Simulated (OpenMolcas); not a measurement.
## CH6ClSi2: single-point calculation (part 3 of 3)

The same run, continued: CH6ClSi2, multiplicity 2, SMILES C[Si]([SiH3])Cl; HF/ANO-R0, ROHF, sfX2C (OpenMolcas 26.06). The geometry comes from this level: PBE0-D4/def2-TZVP.

## Log, continued
```
        1 C1     1s        -0.0147    0.0649   -0.0406   -0.0875    0.0038   -0.0007   -0.0144   -0.1065
        2 C1     2s        -0.0747    0.5969   -0.3972   -0.7203    0.0181    0.0048   -0.1158   -0.8643
        3 C1     2px        0.0642    0.2250   -0.0268    0.2897   -0.0058    0.1283    1.0504   -0.2246
        4 C1     2py       -0.1104   -0.8293    0.2212   -0.1347   -0.0703   -0.0933    0.1617   -0.5874
        5 C1     2pz       -0.1145   -0.2211   -0.2548   -0.7958    0.0390   -0.2344    0.4255    0.5690
        6 SI2    1s        -0.0109   -0.0104    0.0105   -0.0014    0.0001   -0.0135   -0.0019   -0.0099
        7 SI2    2s        -0.0746   -0.0733    0.0736   -0.0078    0.0001   -0.0904   -0.0124   -0.0648
        8 SI2    3s        -0.5195   -0.5172    0.5907   -0.0043   -0.0056   -0.5048   -0.0581   -0.2967
        9 SI2    2px       -0.0051    0.0318    0.0167    0.0007   -0.0041   -0.0196   -0.0039    0.0072
       10 SI2    3px        0.0200    0.6241    0.4611   -0.0861   -0.0954   -0.3411   -0.0431    0.0669
       11 SI2    2py        0.0110   -0.0628    0.0094   -0.0033   -0.0148   -0.0013   -0.0040   -0.0197
       12 SI2    3py        0.2818   -1.0716    0.1737    0.0855   -0.2183   -0.0237   -0.0364   -0.1612
       13 SI2    2pz       -0.0087    0.0110    0.0242    0.0044    0.0028   -0.0232   -0.0023   -0.0017
       14 SI2    3pz       -0.1760    0.2180    0.6597   -0.0092    0.0263   -0.4325   -0.0260   -0.0187
       15 SI3    1s        -0.0051   -0.0072   -0.0291    0.0159    0.0060   -0.0194   -0.0001   -0.0011
       16 SI3    2s        -0.0323   -0.0479   -0.1942    0.1054    0.0394   -0.1267   -0.0006   -0.0073
       17 SI3    3s        -0.1244   -0.2524   -1.1690    0.5705    0.2155   -0.6336   -0.0023   -0.0474
       18 SI3    2px        0.0194    0.0150    0.0202    0.0048    0.0434   -0.0493   -0.0034   -0.0022
       19 SI3    3px        0.2617    0.1878    0.4130    0.1005    0.7381   -0.9083   -0.0248   -0.0672
       20 SI3    2py       -0.0205   -0.0009   -0.0020   -0.0050    0.0718    0.0380    0.0006   -0.0014
       21 SI3    3py       -0.3142   -0.0025   -0.0651   -0.0972    1.1922    0.6629    0.0103   -0.0432
       22 SI3    2pz       -0.0675    0.0221    0.0067    0.0132   -0.0096   -0.0062   -0.0012    0.0037
       23 SI3    3pz       -1.1968    0.2976    0.1641    0.2097   -0.1546   -0.1763   -0.0125    0.0565
       24 CL4    1s         0.0045    0.0013    0.0015   -0.0012   -0.0021   -0.0024   -0.0014   -0.0004
       25 CL4    2s         0.0255    0.0076    0.0079   -0.0065   -0.0115   -0.0132   -0.0077   -0.0021
       26 CL4    3s         0.1643    0.0630    0.0162   -0.0392   -0.0511   -0.0609   -0.0399   -0.0125
       27 CL4    2px        0.0090   -0.0016    0.0006    0.0003   -0.0030   -0.0007   -0.0002    0.0009
       28 CL4    3px        0.3063   -0.0195   -0.0611    0.0239   -0.0078    0.0194    0.0145    0.0317
       29 CL4    2py        0.0034    0.0089    0.0007   -0.0027   -0.0015   -0.0007   -0.0010    0.0005
       30 CL4    3py        0.1229    0.2643   -0.0255   -0.0850   -0.0201    0.0095   -0.0076   -0.0112
       31 CL4    2pz       -0.0013   -0.0022   -0.0059   -0.0000    0.0018    0.0024    0.0010    0.0003
       32 CL4    3pz       -0.0423   -0.0703   -0.1714   -0.0009    0.0562    0.0547    0.0245    0.0122
       33 H5     1s        -0.0739   -0.0536   -0.1085   -0.1315    0.1020   -0.1488   -1.1112    1.0744
       34 H6     1s         0.2337    0.3694    0.2553    1.4007   -0.0552    0.3862   -0.0105   -0.2784
       35 H7     1s        -0.0544    0.0266    0.1170   -0.2347    0.0603   -0.1982    1.3334    0.7583
       36 H8     1s        -0.3993   -0.0522    0.4434   -0.2734    0.9547    0.9772    0.0047    0.0008
       37 H9     1s         1.2896   -0.0700    0.4247   -0.4497    0.0018   -0.0296    0.0040   -0.0451
       38 H10    1s        -0.3659    0.0385    0.1821   -0.2111   -1.3149    0.6265    0.0693    0.0411
--

++    Molecular properties:
      ---------------------

      Charge (e):
                      =   -0.0000
      Dipole Moment (debye):
      Origin of the operator (angstrom)=   -0.5305   -0.7096   -0.1680
                   X= -4.8698E-01               Y=  1.1734E+00               Z= -1.5741E+00           Total=  2.0228E+00
      Quadrupole Moment (debye*angstrom):
      Origin of the operator (angstrom)=   -0.5305   -0.7096   -0.1680
                  XX= -6.5943E+01              XY=  7.4027E-02              XZ= -2.6505E+00              YY= -6.1593E+01
                  YZ=  2.1009E-01              ZZ= -6.0792E+01
      In traceless form (debye*angstrom)
                  XX= -4.7501E+00              XY=  1.1104E-01              XZ= -3.9758E+00              YY=  1.7744E+00
                  YZ=  3.1513E-01              ZZ=  2.9757E+00
--

--- Stop Module: scf /rc=_RC_ALL_IS_WELL_ ---

--- Start Module: rasscf ---

                                              &RASSCF

                       available to each process: 1.9 GB of memory, 1 thread

      Header of the ONEINT file:
      --------------------------

      OrdInt status: non-squared

      Cartesian coordinates in angstrom:
      -----------------------------------------------------
      No.  Label        X            Y            Z
      -----------------------------------------------------
       1   C1        -0.81760000   1.37590000  -0.75900000
       2   SI2       -0.39340000  -0.44740000  -0.74540000
       3   SI3        1.25350000  -1.07390000   0.79140000
       4   CL4       -2.12310000  -1.51260000  -0.33000000
       5   H5         0.07870000   1.96620000  -0.96500000
       6   H6        -1.22350000   1.68080000   0.20970000
       7   H7        -1.56160000   1.59210000  -1.52830000
       8   H8         1.49050000  -2.53560000   0.67640000
       9   H9         0.87140000  -0.75090000   2.19510000
      10   H10        2.50820000  -0.34580000   0.45780000
      -----------------------------------------------------
      Nuclear repulsion energy =  257.38957497

++    Wave function specifications:
      -----------------------------

      Number of closed shell electrons          56
      Number of electrons in active shells       1
      Max number of holes in RAS1 space          0
      Max nr of electrons in RAS3 space          0
      Number of inactive orbitals               28
      Number of active orbitals                  1
      Number of secondary orbitals               9
      Spin quantum number                      0.5
      State symmetry                             1
--

++    Orbital specifications:
      -----------------------

      Symmetry species                           1
                                                 a
      Frozen orbitals                            0
      Inactive orbitals                         28
      Active orbitals                            1
      RAS1 orbitals                              0
      RAS2 orbitals                              1
      RAS3 orbitals                              0
      Secondary orbitals                         9
      Deleted orbitals                           0
      Number of basis functions                 38
--

++    CI expansion specifications:
      ----------------------------

      Number of CSFs                             1
      Number of determinants                     1
      Number of root(s) required                 1
      Root chosen for geometry opt.              1
      CI root used                               1

      highest root included in the CI            1
      max. size of the explicit Hamiltonian      1
--

++    Optimization specifications:
      ----------------------------

      RASSCF algorithm: Conventional
      Maximum number of macro iterations       200
      Maximum number of SX iterations          100
      Threshold for RASSCF energy            1.000E-08
      Threshold for max MO rotation          1.000E-01
      Threshold for max BLB element          1.000E-04
      Level shift parameter                  5.000E-01
      Make Quasi-Newton update
--

      The MO-coefficients are taken from the file:
      step1.UnaOrb
      Title:UHF natural orbitals

      Total molecular charge    0.00

      ************************************************************************************************************************
      *                                            Wave function control section                                             *
      ************************************************************************************************************************

                                         RASSCF iterations: Energy and convergence statistics
                                         ----------------------------------------------------

          iter iter root      energy       change     param      element    value   shift minimum  type update hh:mm:ss
 Nr of preliminary CI iterations:   1
      Total energies have been shifted. Add                -1000.00 au
        1   1    8    1   -80.75009221    0.00E+00  -2.41E-03   29  31 1  1.35E-03*  0.21   0.00    SX    NO    0:00:00
        2   1    8    1   -80.75010132   -9.11E-06* -9.11E-04   29  31 1  5.07E-04*  0.21   0.00    SX    NO    0:00:00
        3   1    7    1   -80.75010292   -1.60E-06* -3.69E-04   29  31 1  2.04E-04*  0.21   0.00    SX    NO    0:00:00
        4   1    7    1   -80.75010327   -3.52E-07* -1.58E-04   29  31 1  8.70E-05   0.21   0.00    SX    NO    0:00:00
        5   1    6    1   -80.75010336   -9.19E-08* -1.78E-04   29  31 1  3.91E-05   0.21   2.13    LS   YES    0:00:00
        6   1    6    1   -80.75010340   -3.60E-08*  2.38E-05   28  30 1  2.07E-05   0.21   1.00    QN   YES    0:00:00
        7   1    5    1   -80.75010340   -2.95E-09   2.74E-05   28  30 1  1.24E-05   0.21   1.96    QN   YES    0:00:00
      Convergence after  7 iterations
        8   1    5    1   -80.75010340   -1.05E-09   2.74E-05   28  30 1  2.40E-06   0.21   1.96    QN   YES    0:00:00

      ************************************************************************************************************************
                                                      Wave function printout:
                       occupation of active orbitals, and spin coupling of open shells (u,d: Spin up or down)
      ************************************************************************************************************************

      Note: transformation to natural orbitals
      has been made, which may change the order of the CSFs.

      printout of CI-coefficients larger than  0.05 for root  1
      energy=   -1080.750103
      conf/sym  1     Coeff  Weight
             1  u   1.00000 1.00000

      Natural orbitals and occupation numbers for root  1
      sym 1:   1.000000

      ************************************************************************************************************************
      *                                                    Final results                                                     *
      ************************************************************************************************************************

++    Final optimization conditions:
      ------------------------------

      Average CI energy                           -1080.75010340
      RASSCF energy for state  1                  -1080.75010340
      Super-CI energy                                -0.00000000
      RASSCF energy change                           -0.00000000
      Max change in MO coefficients               3.870E-05
      Max non-diagonal density matrix element     2.738E-05
      Maximum BLB matrix element                  2.400E-06
      (orbital pair  28,  30 in symmetry   1)
      Norm of electronic gradient            4.676E-06
--

      Final state energy(ies):
      ------------------------

::    RASSCF root number  1 Total energy:  -1080.75010340
      Von Neumann Entropy (Root   1) =  0.50000

      Mulliken population analysis for root number:  1
      -----------------------------------------------

++    Molecular charges:
      ------------------

      Mulliken charges per centre
      ---------------------------

                C1      SI2     SI3     CL4     H5      H6      H7      H8      H9      H10
      Total    7.0632 13.4357 14.0978 17.1912  0.7270  0.7234  0.7205  1.0018  1.0166  1.0227

      N-E     -1.0632  0.5643 -0.0978 -0.1912  0.2730  0.2766  0.2795 -0.0018 -0.0166 -0.0227

      Total electronic charge=   57.000000

      Total            charge=   -0.000000
--

      Expectation values of various properties for root number:  1
      -----------------------------------------------------------

++    Molecular properties:
      ---------------------

      Charge (e):
                      =   -0.0000
      Dipole Moment (debye):
      Origin of the operator (angstrom)=   -0.5305   -0.7096   -0.1680
                   X= -4.7757E-01               Y=  1.1769E+00               Z= -1.5712E+00           Total=  2.0203E+00
      Quadrupole Moment (debye*angstrom):
      Origin of the operator (angstrom)=   -0.5305   -0.7096   -0.1680
                  XX= -6.5961E+01              XY=  6.0141E-02              XZ= -2.6544E+00              YY= -6.1589E+01
                  YZ=  2.2334E-01              ZZ= -6.0778E+01
      In traceless form (debye*angstrom)
                  XX= -4.7779E+00              XY=  9.0211E-02              XZ= -3.9816E+00              YY=  1.7803E+00
                  YZ=  3.3500E-01              ZZ=  2.9976E+00
--

      Mulliken spin population analysis for root number:  1
      ---------------------------------------------------

++    Molecular charges:
      ------------------

      Mulliken spin population per centre
      ---------------------------

                C1      SI2     SI3     CL4     H5      H6      H7      H8      H9      H10
      Total    0.0173  0.8379  0.0378  0.0769 -0.0023  0.0186 -0.0037 -0.0015  0.0200 -0.0009

      Total electronic spin=    1.000000
--

      LoProp population analysis for root number:  1
      -----------------------------------------------

++    LoProp analysis:
      ----------------

++    Static properties:
      ------------------

      LoProp Charges per center

                   C1       SI2      SI3      CL4      H5       H6       H7       H8       H9       H10
      Nuclear      6.0000  14.0000  14.0000  17.0000   1.0000   1.0000   1.0000   1.0000   1.0000   1.0000
      Electronic  -6.8937 -13.5655 -14.1072 -17.1224  -0.7676  -0.7688  -0.7628  -0.9960  -1.0072  -1.0088

      Total       -0.8937   0.4345  -0.1072  -0.1224   0.2324   0.2312   0.2372   0.0040  -0.0072  -0.0088
--

      Natural Bond Order analysis for root number:  1

++    Natural Bond Order analysis
      ---------------------------
      Based on LoProp computed density
      -------------------------------------------------------------------------------------
      Atom A       Atom B       Bond Order
      -------------------------------------------------------------------------------------
      NBO located      0.997 non-bonded electrons on atom C1
      NBO located      0.919 non-bonded electrons on atom C1
      NBO located      0.996 non-bonded electrons on atom SI2
      NBO located      1.000 non-bonded electrons on atom SI2
      NBO located      1.000 non-bonded electrons on atom SI2
      NBO located      0.999 non-bonded electrons on atom SI2
      NBO located      0.999 non-bonded electrons on atom SI2
      NBO located      0.996 non-bonded electrons on atom SI3
      NBO located      1.000 non-bonded electrons on atom SI3
      NBO located      0.999 non-bonded electrons on atom SI3
      NBO located      0.999 non-bonded electrons on atom SI3
      NBO located      0.999 non-bonded electrons on atom SI3
      NBO located      0.986 non-bonded electrons on atom CL4
      NBO located      0.998 non-bonded electrons on atom CL4
      NBO located      1.000 non-bonded electrons on atom CL4
      NBO located      1.000 non-bonded electrons on atom CL4
      NBO located      1.000 non-bonded electrons on atom CL4
      NBO located      1.000 non-bonded electrons on atom CL4
      The remaining   12.634 electrons are to be considered as diffuse
--

--

      Canonical orbitals are written to the RASORB file
      Natural orbitals for root   1 are written to the RASORB.1 file
      Spin density orbitals for root   1 are written to the SPDORB.1 file

--- Stop Module: rasscf /rc=_RC_ALL_IS_WELL_ ---

.##################.
.# Happy landing! #.
.##################.

    Timing: Wall=2.59 User=2.17 System=0.41
```

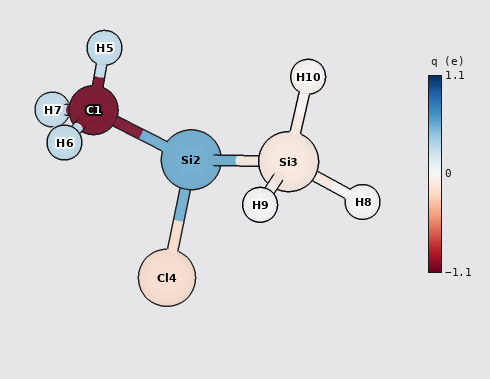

*Mulliken charges, as the colour of each atom (ball-and-stick view, seen at a tilt; atoms are numbered from 1 in the order of the input).*

By element: C −1.06, Si −0.10 to +0.56, Cl −0.19 and H −0.02 to +0.28 e.

The run was set up as follows.

## Input
```
&GATEWAY
  Coord = mol.xyz
  Basis = ANO-R0
  Group = NoSym

&SEWARD

&SCF
  UHF
  Spin = 2
  PrOrbitals = 0

&RASSCF
  FileOrb = $Project.UnaOrb
  Spin = 2
  Nactel = 1 0 0
  Inactive = 28
  Ras2 = 1
  OutOrbitals = Canonical
  OrbListing = Nothing
```

## File mol.xyz
```
10

C     -0.817600     1.375900    -0.759000
Si    -0.393400    -0.447400    -0.745400
Si     1.253500    -1.073900     0.791400
Cl    -2.123100    -1.512600    -0.330000
H      0.078700     1.966200    -0.965000
H     -1.223500     1.680800     0.209700
H     -1.561600     1.592100    -1.528300
H      1.490500    -2.535600     0.676400
H      0.871400    -0.750900     2.195100
H      2.508200    -0.345800     0.457800
```

Command:
```bash
export MOLCAS_MEM=1860
pymolcas step1.input > step1.log
```

## Results in brief

| quantity | value |
| --- | --- |
| outcome | converged |
| total energy | −1080.750103 hartree |
| basis functions | 38 |
| dipole moment | 2.02 debye |
| hardware | 1 thread of Intel Xeon (Granite Rapids), 64 GiB of memory available, shared host |
| wall time | 2.8 s |
| peak memory | 0.41 GiB |
